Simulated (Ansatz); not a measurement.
ZrN$_{2}$H$_{4}$F$_{2}$: molecular dynamics (part 3 of 4)

ZrN$_{2}$H$_{4}$F$_{2}$; RKS r2SCAN/def2-SVP (Ansatz 0.2.0). It belongs to a series of runs on one base structure; here: dynamics from the last frame of an earlier run.

Geometry of the input (Å):
```
Zr 0.0270  -0.0833  0.0434
F  0.1978  0.3183  1.9271
N  1.8723  0.2400  -0.7233
H  2.7582  0.1835  -0.2205
H  2.1426  0.5283  -1.6949
N  -0.8631  1.5699  -0.6911
H  -1.7958  1.7591  -1.0762
H  -0.3748  2.4015  -0.3952
F  -1.1241  -1.3439  -0.8520
```

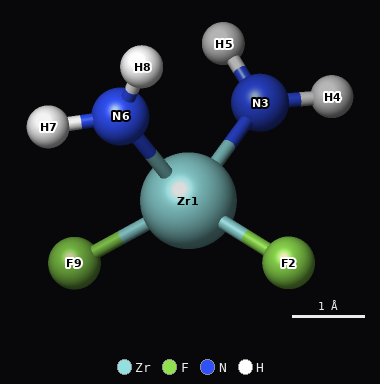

**Figure 1.** The geometry at step 58 of the log (ball-and-stick view, seen at a tilt; atoms are numbered from 1 in the order of the input).

### Trajectory as extended XYZ, continued
```
9
Properties=species:S:1:pos:R:3:forces:R:3 step=40 time_fs=20.0 energy=-9756.11846 temperature=100.1
Zr    0.0248   -0.0693    0.0331    0.3053   0.6656  -0.2318
F     0.2225    0.2686    1.9265   -0.0887  -0.4108  -0.1230
N     1.9206    0.2369   -0.6988    0.6034  -0.0892  -0.4861
H     2.8750    0.2272   -0.2958   -0.7534  -0.0699   0.0050
H     2.0669    0.4893   -1.6939   -0.2397  -0.1653   0.5461
N    -0.8836    1.5880   -0.6727   -0.1522  -0.2722   0.1242
H    -1.8185    1.5148   -1.0796    0.0997   0.2704  -0.0015
H    -0.6551    2.5429   -0.3979   -0.1376  -0.0022  -0.1746
F    -1.1517   -1.3555   -0.8424    0.3633   0.0737   0.3418
9
Properties=species:S:1:pos:R:3:forces:R:3 step=41 time_fs=20.5 energy=-9756.11853 temperature=99.7
Zr    0.0249   -0.0685    0.0328    0.2797   0.6638  -0.2273
F     0.2228    0.2663    1.9262   -0.0868  -0.4067  -0.1162
N     1.9203    0.2358   -0.6986    0.6962  -0.1539  -0.1686
H     2.8777    0.2278   -0.2958   -0.8601  -0.0759  -0.0168
H     2.0676    0.4868   -1.6860   -0.2115  -0.0895   0.2385
N    -0.8855    1.5890   -0.6719    0.0593  -0.1026   0.2439
H    -1.8145    1.5046   -1.0823   -0.0298   0.3026  -0.0531
H    -0.6563    2.5506   -0.4013   -0.2170  -0.2227  -0.2434
F    -1.1519   -1.3561   -0.8416    0.3700   0.0848   0.3430
9
Properties=species:S:1:pos:R:3:forces:R:3 step=42 time_fs=21.0 energy=-9756.11646 temperature=98.1
Zr    0.0251   -0.0677    0.0324    0.2534   0.6617  -0.2228
F     0.2232    0.2639    1.9258   -0.0845  -0.4024  -0.1094
N     1.9201    0.2347   -0.6985    0.7076  -0.2303   0.1661
H     2.8784    0.2282   -0.2957   -0.8954  -0.0819  -0.0116
H     2.0678    0.4840   -1.6774   -0.1734  -0.0020  -0.1127
N    -0.8873    1.5901   -0.6710    0.2524   0.0390   0.3494
H    -1.8105    1.4952   -1.0851   -0.1541   0.3274  -0.1050
H    -0.6581    2.5576   -0.4052   -0.2828  -0.4070  -0.2979
F    -1.1521   -1.3566   -0.8408    0.3768   0.0956   0.3439
9
Properties=species:S:1:pos:R:3:forces:R:3 step=44 time_fs=22.0 energy=-9756.11087 temperature=93.1
Zr    0.0255   -0.0661    0.0316    0.1984   0.6554  -0.2167
F     0.2237    0.2590    1.9251   -0.0789  -0.3938  -0.0950
N     1.9199    0.2322   -0.6981    0.4888  -0.3798   0.7250
H     2.8732    0.2287   -0.2954   -0.7313  -0.0916   0.0829
H     2.0671    0.4784   -1.6622   -0.0899   0.1664  -0.7858
N    -0.8909    1.5922   -0.6692    0.5158   0.1880   0.4816
H    -1.8037    1.4788   -1.0914   -0.3339   0.3580  -0.1847
H    -0.6638    2.5687   -0.4154   -0.3593  -0.6179  -0.3523
F    -1.1523   -1.3577   -0.8390    0.3903   0.1152   0.3449
9
Properties=species:S:1:pos:R:3:forces:R:3 step=45 time_fs=22.5 energy=-9756.11124 temperature=93.8
Zr    0.0257   -0.0653    0.0313    0.1689   0.6502  -0.2156
F     0.2239    0.2564    1.9247   -0.0754  -0.3893  -0.0862
N     1.9199    0.2309   -0.6978    0.2866  -0.4287   0.8575
H     2.8677    0.2287   -0.2949   -0.5443  -0.0939   0.1651
H     2.0665    0.4760   -1.6573   -0.0584   0.2220  -1.0088
N    -0.8924    1.5932   -0.6681    0.5518   0.1797   0.4907
H    -1.8014    1.4720   -1.0953   -0.3599   0.3668  -0.1976
H    -0.6680    2.5723   -0.4218   -0.3657  -0.6303  -0.3498
F    -1.1523   -1.3582   -0.8381    0.3965   0.1235   0.3447
9
Properties=species:S:1:pos:R:3:forces:R:3 step=46 time_fs=23.0 energy=-9756.11555 temperature=97.1
Zr    0.0260   -0.0645    0.0309    0.1371   0.6440  -0.2159
F     0.2241    0.2538    1.9243   -0.0716  -0.3848  -0.0765
N     1.9200    0.2294   -0.6972    0.0482  -0.4474   0.8467
H     2.8610    0.2284   -0.2941   -0.3052  -0.0938   0.2628
H     2.0657    0.4742   -1.6549   -0.0411   0.2450  -1.1031
N    -0.8940    1.5943   -0.6669    0.5206   0.1067   0.4594
H    -1.8001    1.4662   -1.0995   -0.3396   0.3734  -0.1893
H    -0.6731    2.5745   -0.4292   -0.3507  -0.5738  -0.3281
F    -1.1523   -1.3586   -0.8371    0.4022   0.1306   0.3439
9
Properties=species:S:1:pos:R:3:forces:R:3 step=48 time_fs=24.0 energy=-9756.13283 temperature=111.3
Zr    0.0264   -0.0627    0.0301    0.0672   0.6301  -0.2190
F     0.2244    0.2486    1.9234   -0.0632  -0.3758  -0.0548
N     1.9200    0.2261   -0.6957   -0.4464  -0.3846   0.3893
H     2.8459    0.2274   -0.2909    0.2426  -0.0856   0.4683
H     2.0638    0.4724   -1.6581   -0.0521   0.1829  -0.8646
N    -0.8967    1.5964   -0.6643    0.3004  -0.2124   0.3004
H    -1.7993    1.4576   -1.1092   -0.1964   0.3788  -0.1222
H    -0.6855    2.5751   -0.4464   -0.2643  -0.2745  -0.2383
F    -1.1522   -1.3595   -0.8350    0.4122   0.1412   0.3408
9
Properties=species:S:1:pos:R:3:forces:R:3 step=49 time_fs=24.5 energy=-9756.14157 temperature=119.0
Zr    0.0267   -0.0618    0.0297    0.0299   0.6224  -0.2208
F     0.2246    0.2459    1.9229   -0.0586  -0.3713  -0.0424
N     1.9199    0.2244   -0.6948   -0.6473  -0.3163   0.0202
H     2.8390    0.2266   -0.2878    0.4853  -0.0772   0.5467
H     2.0626    0.4722   -1.6632   -0.0698   0.1107  -0.5805
N    -0.8980    1.5975   -0.6629    0.1395  -0.4263   0.1906
H    -1.7996    1.4547   -1.1144   -0.0942   0.3756  -0.0719
H    -0.6928    2.5743   -0.4559   -0.2008  -0.0620  -0.1800
F    -1.1520   -1.3599   -0.8338    0.4161   0.1444   0.3381
9
Properties=species:S:1:pos:R:3:forces:R:3 step=50 time_fs=25.0 energy=-9756.14806 temperature=125.1
Zr    0.0269   -0.0609    0.0293   -0.0080   0.6145  -0.2208
F     0.2247    0.2431    1.9224   -0.0539  -0.3669  -0.0300
N     1.9197    0.2226   -0.6939   -0.7784  -0.2380  -0.3634
H     2.8332    0.2256   -0.2834    0.6587  -0.0665   0.5883
H     2.0612    0.4721   -1.6696   -0.0863   0.0263  -0.2456
N    -0.8992    1.5985   -0.6616   -0.0347  -0.6482   0.0737
H    -1.8002    1.4528   -1.1199    0.0153   0.3679  -0.0160
H    -0.7005    2.5734   -0.4660   -0.1318   0.1648  -0.1206
F    -1.1518   -1.3602   -0.8326    0.4190   0.1461   0.3345
9
Properties=species:S:1:pos:R:3:forces:R:3 step=51 time_fs=25.5 energy=-9756.15220 temperature=128.2
Zr    0.0272   -0.0600    0.0289   -0.0467   0.6065  -0.2190
F     0.2249    0.2404    1.9218   -0.0490  -0.3625  -0.0171
N     1.9194    0.2208   -0.6930   -0.8175  -0.1593  -0.7092
H     2.8289    0.2244   -0.2776    0.7361  -0.0545   0.5822
H     2.0595    0.4722   -1.6766   -0.0968  -0.0595   0.0982
N    -0.9004    1.5995   -0.6601   -0.2040  -0.8495  -0.0387
H    -1.8007    1.4519   -1.1255    0.1202   0.3543   0.0395
H    -0.7084    2.5729   -0.4763   -0.0632   0.3783  -0.0659
F    -1.1515   -1.3606   -0.8313    0.4209   0.1463   0.3300
9
Properties=species:S:1:pos:R:3:forces:R:3 step=52 time_fs=26.0 energy=-9756.15508 temperature=129.9
Zr    0.0274   -0.0591    0.0284   -0.0860   0.5971  -0.2161
F     0.2251    0.2376    1.9213   -0.0439  -0.3580  -0.0028
N     1.9190    0.2189   -0.6923   -0.7527  -0.0882  -0.9748
H     2.8265    0.2232   -0.2703    0.7018  -0.0421   0.5215
H     2.0576    0.4721   -1.6834   -0.0979  -0.1378   0.4151
N    -0.9016    1.6003   -0.6587   -0.3512  -0.9941  -0.1351
H    -1.8010    1.4518   -1.1310    0.2095   0.3334   0.0888
H    -0.7165    2.5734   -0.4868   -0.0020   0.5440  -0.0216
F    -1.1511   -1.3609   -0.8299    0.4223   0.1456   0.3252
9
Properties=species:S:1:pos:R:3:forces:R:3 step=54 time_fs=27.0 energy=-9756.16217 temperature=133.2
Zr    0.0279   -0.0573    0.0275   -0.1622   0.5725  -0.2066
F     0.2255    0.2320    1.9201   -0.0333  -0.3485   0.0286
N     1.9177    0.2152   -0.6913   -0.3787   0.0065  -1.1817
H     2.8264    0.2205   -0.2521    0.3575  -0.0193   0.2656
H     2.0535    0.4712   -1.6934   -0.0669  -0.2438   0.8559
N    -0.9042    1.6014   -0.6560   -0.5141  -1.0105  -0.2434
H    -1.8000    1.4539   -1.1408    0.2913   0.2651   0.1401
H    -0.7322    2.5787   -0.5078    0.0822   0.6350   0.0265
F    -1.1503   -1.3617   -0.8270    0.4243   0.1430   0.3150
9
Properties=species:S:1:pos:R:3:forces:R:3 step=55 time_fs=27.5 energy=-9756.16740 temperature=137.4
Zr    0.0282   -0.0563    0.0271   -0.1980   0.5579  -0.1990
F     0.2257    0.2291    1.9195   -0.0279  -0.3436   0.0449
N     1.9170    0.2134   -0.6911   -0.1339   0.0232  -1.1224
H     2.8278    0.2191   -0.2422    0.1109  -0.0098   0.1007
H     2.0514    0.4699   -1.6955   -0.0349  -0.2638   0.9488
N    -0.9056    1.6017   -0.6546   -0.5199  -0.8661  -0.2517
H    -1.7984    1.4560   -1.1451    0.2755   0.2184   0.1363
H    -0.7396    2.5837   -0.5182    0.1036   0.5427   0.0329
F    -1.1498   -1.3620   -0.8255    0.4247   0.1411   0.3095
9
Properties=species:S:1:pos:R:3:forces:R:3 step=56 time_fs=28.0 energy=-9756.17314 temperature=142.9
Zr    0.0285   -0.0553    0.0266   -0.2323   0.5423  -0.1896
F     0.2259    0.2262    1.9189   -0.0226  -0.3384   0.0612
N     1.9163    0.2117   -0.6912    0.1137   0.0167  -0.9608
H     2.8295    0.2177   -0.2320   -0.1495  -0.0017  -0.0712
H     2.0492    0.4678   -1.6953    0.0077  -0.2591   0.9454
N    -0.9072    1.6018   -0.6533   -0.4810  -0.6347  -0.2352
H    -1.7962    1.4586   -1.1489    0.2248   0.1649   0.1133
H    -0.7467    2.5900   -0.5284    0.1145   0.3712   0.0330
F    -1.1492   -1.3624   -0.8239    0.4247   0.1389   0.3039
9
Properties=species:S:1:pos:R:3:forces:R:3 step=58 time_fs=29.0 energy=-9756.18102 temperature=150.2
Zr    0.0290   -0.0533    0.0257   -0.2955   0.5083  -0.1672
F     0.2263    0.2203    1.9177   -0.0120  -0.3276   0.0942
N     1.9149    0.2082   -0.6916    0.4915  -0.0629  -0.4064
H     2.8314    0.2150   -0.2127   -0.5803   0.0103  -0.3666
H     2.0451    0.4617   -1.6881    0.1186  -0.1784   0.6574
N    -0.9105    1.6019   -0.6506   -0.3225  -0.0236  -0.1649
H    -1.7905    1.4653   -1.1555    0.0532   0.0443   0.0266
H    -0.7599    2.6048   -0.5485    0.1239  -0.1031   0.0352
F    -1.1480   -1.3630   -0.8206    0.4232   0.1327   0.2916
9
Properties=species:S:1:pos:R:3:forces:R:3 step=59 time_fs=29.5 energy=-9756.18126 temperature=149.7
Zr    0.0292   -0.0522    0.0252   -0.3241   0.4919  -0.1557
F     0.2266    0.2173    1.9170   -0.0068  -0.3221   0.1105
N     1.9143    0.2065   -0.6920    0.5839  -0.1324  -0.0492
H     2.8306    0.2137   -0.2041   -0.7112   0.0146  -0.4676
H     2.0435    0.4579   -1.6817    0.1840  -0.1067   0.3871
N    -0.9122    1.6018   -0.6492   -0.2298   0.2883  -0.1276
H    -1.7874    1.4689   -1.1586   -0.0481  -0.0176  -0.0269
H    -0.7661    2.6122   -0.5585    0.1306  -0.3446   0.0445
F    -1.1472   -1.3633   -0.8189    0.4214   0.1285   0.2848
9
Properties=species:S:1:pos:R:3:forces:R:3 step=60 time_fs=30.0 energy=-9756.17886 temperature=146.9
Zr    0.0294   -0.0512    0.0248   -0.3509   0.4772  -0.1448
F     0.2268    0.2143    1.9165   -0.0018  -0.3165   0.1257
N     1.9139    0.2047   -0.6923    0.5988  -0.2151   0.3241
H     2.8282    0.2125   -0.1967   -0.7687   0.0181  -0.5263
H     2.0424    0.4538   -1.6742    0.2517  -0.0212   0.0596
N    -0.9139    1.6019   -0.6480   -0.1454   0.5651  -0.0982
H    -1.7843    1.4725   -1.1619   -0.1447  -0.0773  -0.0786
H    -0.7720    2.6189   -0.5684    0.1421  -0.5540   0.0610
F    -1.1464   -1.3636   -0.8171    0.4190   0.1237   0.2777
9
Properties=species:S:1:pos:R:3:forces:R:3 step=61 time_fs=30.5 energy=-9756.17487 temperature=143.4
Zr    0.0296   -0.0501    0.0243   -0.3766   0.4644  -0.1347
F     0.2271    0.2113    1.9159    0.0030  -0.3110   0.1395
N     1.9136    0.2029   -0.6925    0.5376  -0.3007   0.6678
H     2.8239    0.2111   -0.1907   -0.7477   0.0212  -0.5379
H     2.0421    0.4496   -1.6666    0.3160   0.0672  -0.2840
N    -0.9156    1.6020   -0.6467   -0.0856   0.7820  -0.0855
H    -1.7815    1.4759   -1.1655   -0.2226  -0.1325  -0.1201
H    -0.7775    2.6244   -0.5782    0.1602  -0.7087   0.0846
F    -1.1456   -1.3638   -0.8153    0.4157   0.1181   0.2702
9
Properties=species:S:1:pos:R:3:forces:R:3 step=62 time_fs=31.0 energy=-9756.17103 temperature=140.3
Zr    0.0298   -0.0491    0.0238   -0.4017   0.4529  -0.1262
F     0.2273    0.2083    1.9153    0.0077  -0.3054   0.1528
N     1.9134    0.2010   -0.6927    0.4041  -0.3792   0.9407
H     2.8178    0.2098   -0.1860   -0.6471   0.0242  -0.5010
H     2.0426    0.4456   -1.6597    0.3724   0.1484  -0.6036
N    -0.9174    1.6023   -0.6455   -0.0596   0.9228  -0.0936
H    -1.7793    1.4790   -1.1694   -0.2720  -0.1807  -0.1449
H    -0.7827    2.6281   -0.5877    0.1846  -0.7947   0.1136
F    -1.1447   -1.3641   -0.8134    0.4116   0.1118   0.2622
9
Properties=species:S:1:pos:R:3:forces:R:3 step=64 time_fs=32.0 energy=-9756.16970 temperature=140.3
Zr    0.0301   -0.0469    0.0229   -0.4538   0.4359  -0.1172
F     0.2278    0.2020    1.9142    0.0169  -0.2940   0.1788
N     1.9131    0.1971   -0.6924   -0.0383  -0.4724   1.1050
H     2.8013    0.2073   -0.1803   -0.2237   0.0308  -0.2857
H     2.0462    0.4389   -1.6507    0.4384   0.2455  -0.9975
N    -0.9210    1.6033   -0.6429   -0.1186   0.9566  -0.1732
H    -1.7769    1.4837   -1.1780   -0.2736  -0.2548  -0.1345
H    -0.7916    2.6298   -0.6061    0.2515  -0.7448   0.1790
F    -1.1428   -1.3644   -0.8096    0.4012   0.0971   0.2452
9
Properties=species:S:1:pos:R:3:forces:R:3 step=65 time_fs=32.5 energy=-9756.17286 temperature=141.0
Zr    0.0302   -0.0458    0.0224   -0.4805   0.4312  -0.1161
F     0.2281    0.1989    1.9136    0.0212  -0.2882   0.1915
N     1.9130    0.1951   -0.6920   -0.3003  -0.4706   0.9481
H     2.7920    0.2060   -0.1787    0.0607   0.0350  -0.1291
H     2.0494    0.4364   -1.6497    0.4398   0.2442  -1.0019
N    -0.9228    1.6042   -0.6417   -0.1967   0.8525  -0.2379
H    -1.7767    1.4852   -1.1828   -0.2304  -0.2799  -0.1007
H    -0.7953    2.6280   -0.6147    0.2916  -0.6129   0.2102
F    -1.1417   -1.3646   -0.8076    0.3946   0.0886   0.2360
9
Properties=species:S:1:pos:R:3:forces:R:3 step=66 time_fs=33.0 energy=-9756.17708 temperature=143.7
Zr    0.0303   -0.0447    0.0219   -0.5075   0.4273  -0.1159
F     0.2284    0.1957    1.9131    0.0253  -0.2825   0.2034
N     1.9129    0.1930   -0.6915   -0.5549  -0.4349   0.6430
H     2.7827    0.2049   -0.1772    0.3606   0.0401   0.0407
H     2.0536    0.4346   -1.6511    0.4190   0.2084  -0.8703
N    -0.9246    1.6051   -0.6405   -0.2956   0.6831  -0.3113
H    -1.7768    1.4860   -1.1876   -0.1670  -0.2964  -0.0530
H    -0.7983    2.6248   -0.6228    0.3328  -0.4247   0.2368
F    -1.1407   -1.3648   -0.8055    0.3873   0.0797   0.2265
9
Properties=species:S:1:pos:R:3:forces:R:3 step=68 time_fs=34.0 energy=-9756.18257 temperature=146.2
Zr    0.0305   -0.0424    0.0210   -0.5617   0.4216  -0.1147
F     0.2291    0.1892    1.9121    0.0326  -0.2707   0.2259
N     1.9124    0.1886   -0.6901   -0.8971  -0.2886  -0.2103
H     2.7676    0.2031   -0.1736    0.8527   0.0501   0.3294
H     2.0650    0.4324   -1.6598    0.3216   0.0619  -0.3121
N    -0.9283    1.6072   -0.6383   -0.5323   0.2153  -0.4679
H    -1.7784    1.4855   -1.1975    0.0053  -0.3014   0.0749
H    -0.8016    2.6162   -0.6371    0.4093   0.0517   0.2688
F    -1.1385   -1.3651   -0.8014    0.3696   0.0600   0.2059
9
Properties=species:S:1:pos:R:3:forces:R:3 step=69 time_fs=34.5 energy=-9756.18288 temperature=144.8
Zr    0.0306   -0.0413    0.0205   -0.5887   0.4191  -0.1118
F     0.2294    0.1860    1.9116    0.0359  -0.2647   0.2364
N     1.9119    0.1863   -0.6895   -0.9193  -0.1983  -0.6246
H     2.7629    0.2023   -0.1710    0.9691   0.0532   0.4027
H     2.0719    0.4317   -1.6656    0.2557  -0.0262   0.0247
N    -0.9302    1.6084   -0.6373   -0.6400  -0.0381  -0.5333
H    -1.7793    1.4844   -1.2021    0.0873  -0.2928   0.1374
H    -0.8019    2.6117   -0.6432    0.4406   0.2984   0.2735
F    -1.1373   -1.3653   -0.7993    0.3594   0.0495   0.1950
9
Properties=species:S:1:pos:R:3:forces:R:3 step=70 time_fs=35.0 energy=-9756.18327 temperature=147.2
Zr    0.0307   -0.0401    0.0200   -0.6157   0.4164  -0.1062
F     0.2297    0.1827    1.9112    0.0388  -0.2586   0.2465
N     1.9111    0.1840   -0.6889   -0.8174  -0.1094  -0.9522
H     2.7605    0.2017   -0.1673    0.9660   0.0535   0.4069
H     2.0795    0.4312   -1.6712    0.1871  -0.1096   0.3424
N    -0.9323    1.6095   -0.6364   -0.7173  -0.2600  -0.5784
H    -1.7797    1.4825   -1.2064    0.1494  -0.2772   0.1867
H    -0.8010    2.6079   -0.6485    0.4608   0.5063   0.2706
F    -1.1361   -1.3655   -0.7971    0.3482   0.0386   0.1837
9
Properties=species:S:1:pos:R:3:forces:R:3 step=71 time_fs=35.5 energy=-9756.18535 temperature=147.5
Zr    0.0307   -0.0389    0.0194   -0.6410   0.4142  -0.0985
F     0.2300    0.1794    1.9107    0.0414  -0.2523   0.2565
N     1.9102    0.1817   -0.6884   -0.5975  -0.0289  -1.1605
H     2.7604    0.2013   -0.1626    0.8424   0.0503   0.3407
H     2.0877    0.4305   -1.6760    0.1212  -0.1809   0.6100
N    -0.9345    1.6105   -0.6357   -0.7558  -0.4188  -0.6010
H    -1.7796    1.4801   -1.2102    0.1864  -0.2561   0.2190
H    -0.7989    2.6053   -0.6533    0.4669   0.6452   0.2619
F    -1.1348   -1.3657   -0.7950    0.3360   0.0273   0.1719
9
Properties=species:S:1:pos:R:3:forces:R:3 step=72 time_fs=36.0 energy=-9756.18983 temperature=152.3
Zr    0.0307   -0.0378    0.0189   -0.6633   0.4133  -0.0881
F     0.2303    0.1760    1.9103    0.0437  -0.2460   0.2657
N     1.9093    0.1794   -0.6882   -0.2861   0.0388  -1.2423
H     2.7623    0.2011   -0.1570    0.6191   0.0433   0.2159
H     2.0962    0.4295   -1.6793    0.0625  -0.2352   0.8086
N    -0.9368    1.6115   -0.6350   -0.7500  -0.4929  -0.6004
H    -1.7791    1.4773   -1.2133    0.1952  -0.2314   0.2313
H    -0.7958    2.6044   -0.6576    0.4562   0.6948   0.2497
F    -1.1335   -1.3658   -0.7929    0.3226   0.0152   0.1596
9
Properties=species:S:1:pos:R:3:forces:R:3 step=74 time_fs=37.0 energy=-9756.20414 temperature=161.4
Zr    0.0306   -0.0354    0.0179   -0.6982   0.4134  -0.0575
F     0.2309    0.1692    1.9097    0.0472  -0.2332   0.2800
N     1.9072    0.1747   -0.6884    0.4423   0.1243  -1.0808
H     2.7699    0.2011   -0.1445    0.0291   0.0186  -0.1149
H     2.1135    0.4260   -1.6803   -0.0208  -0.2829   0.9591
N    -0.9418    1.6133   -0.6341   -0.5971  -0.3766  -0.5310
H    -1.7764    1.4697   -1.2177    0.1273  -0.1713   0.1915
H    -0.7868    2.6074   -0.6643    0.3769   0.5175   0.2197
F    -1.1308   -1.3660   -0.7886    0.2933  -0.0098   0.1340
```
